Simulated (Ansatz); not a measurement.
## Single-point calculation of C$_{2}$H$_{9}$NOSi

System: C$_{2}$H$_{9}$NOSi, SMILES CC(O)N[SiH3].
Method: RKS PBE0-D4/def2-TZVPP (Ansatz 0.2.0).

The geometry comes from this level: PBE0-D4/def2-TZVP.

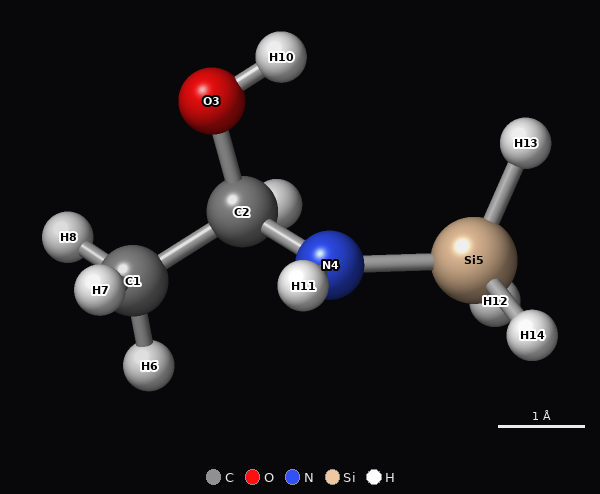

*The structure as given in the input (ball-and-stick view, seen on its broad side; atoms are numbered from 1 in the order of the input).*

### Results in brief

| quantity | value |
| --- | --- |
| outcome | converged |
| total energy | −13628.8273 eV |
| mean-field energy | −13628.5964 eV |
| dispersion energy | −0.2310 eV |
| SCF solution under orbital rotations | stable |
| HOMO | −7.16 eV |
| LUMO | 0.29 eV |
| hardware | 4 threads of Arm Neoverse V1, 23 GiB of memory available, shared host |
| wall time | 3.5 s (CPU time 13 s) |
| peak memory | 0.76 GiB |

### Input
```yaml
crystal:
  periodic: [false, false, false]
  atoms:
    - {symbol: C, position_ang: [-1.869253, 0.482947, 0.402797]}
    - {symbol: C, position_ang: [-0.363057, 0.562731, 0.312717]}
    - {symbol: O, position_ang: [0.084716, 1.016347, 1.579275]}
    - {symbol: N, position_ang: [0.221715, -0.689796, -0.073108]}
    - {symbol: Si, position_ang: [1.625908, -0.860585, -1.048832]}
    - {symbol: H, position_ang: [-2.290486, 0.200798, -0.562313]}
    - {symbol: H, position_ang: [-2.153828, -0.265864, 1.146896]}
    - {symbol: H, position_ang: [-2.283354, 1.443370, 0.711567]}
    - {symbol: H, position_ang: [-0.081599, 1.295466, -0.459088]}
    - {symbol: H, position_ang: [1.046014, 1.008671, 1.572426]}
    - {symbol: H, position_ang: [-0.078329, -1.464241, 0.500363]}
    - {symbol: H, position_ang: [1.439930, -0.113674, -2.321379]}
    - {symbol: H, position_ang: [2.878585, -0.335080, -0.423587]}
    - {symbol: H, position_ang: [1.809938, -2.310292, -1.309132]}
basis:
  gaussian: {orbitals: def2-TZVPP}
hamiltonian: {xc: pbe0, dispersion: d4}
output: {orbitals: {seedname: orbitals}}
```

Command:
```bash
ansatz run in.yaml --threads 4 --pin off --events-out ev --progress --plain --max-ram 10444MiB
```

### What the program printed
```
Functional definition: PBE0
  name "PBE0"
  cite "Adamo & Barone, J. Chem. Phys. 110, 6158 (1999) doi:10.1063/1.478522"
  cite "Perdew, Burke & Ernzerhof, Phys. Rev. Lett. 77, 3865 (1996) doi:10.1103/PhysRevLett.77.3865"
  parent pbe
  parameter a = 0.25
  parameter kappa = 0.804
  parameter beta = 0.06672455060314922
  exchange = (1 - a)*pbe_x(kappa = kappa, mu = beta*pi^2/3) + a*exact_x
  correlation = pbe_c(beta = beta)
1488 factors; their error is unknown
mean field evaluation 1: about -13618.5717 eV, gradient 7.2e1 eV
mean field evaluation 2: about -13608.2776 eV, gradient 9.8e1 eV
mean field evaluation 4: about -13628.5417 eV, gradient 4.5e0 eV
mean field evaluation 8: about -13628.5960 eV, gradient 5.5e-1 eV
mean field evaluation 16: about -13628.5963 eV, gradient 4.6e-5 eV
mean field -13628.59633185 eV, -500.8416774013 hartree, gradient 4.6e-5 eV, S^2 0.000000; 0 other end points of the search recorded, 0 dependent functions left out
reference -13628.59636736 eV, -500.8416787062 hartree; 25, 25 occupied and 267, 267 virtual orbitals, 1488 factors
Total energy: -13628.82733672 eV, -500.8501666733 hartree
```

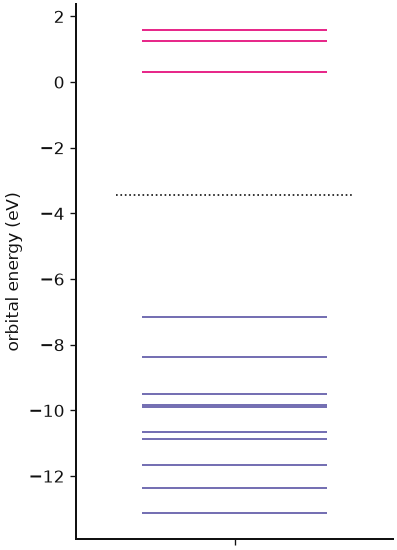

*Orbital energies near the frontier; the dotted line parts filled from empty levels, and levels within 0.02 eV of each other stand side by side.*

Highest filled −7.16 eV, lowest empty 0.29 eV, 7.45 eV apart.
